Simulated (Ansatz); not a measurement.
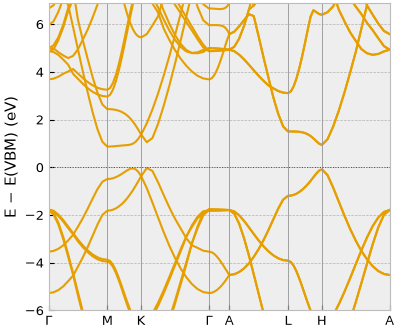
Figure: Band structure from plane-wave PAW r²SCAN+D4 (Ansatz code)

### Question
Read off the gap and where the band edges lie.

### Answer
About 0.9 eV (0.87 eV by a search for the band edges); maximum on the K–Γ line, 11 % of the way from K, minimum at M.

### Question
Pick the material that matches.
A. BP, P6_3/mmc (B on 2c, P on 2d)
B. GaN, P6_3/mmc (Ga on 2d, N on 2b)
C. WS2, P6_3/mmc (W on 2d, S on 4f)
D. C, P6_3/mmc (C on 12j, C on 12j)

### Answer
A, BP, P6_3/mmc (B on 2c, P on 2d)

The start of the workflow was typed in or built on a structure type; neither database checked (COD, Materials Project) lists it. It is not the phase usual at ambient conditions (space group No. 216). The cell was relaxed with r²SCAN+D4 under the symmetry of its start; its stability against distortions is not shown here.

Potentials: the later of the program's two PAW sets.
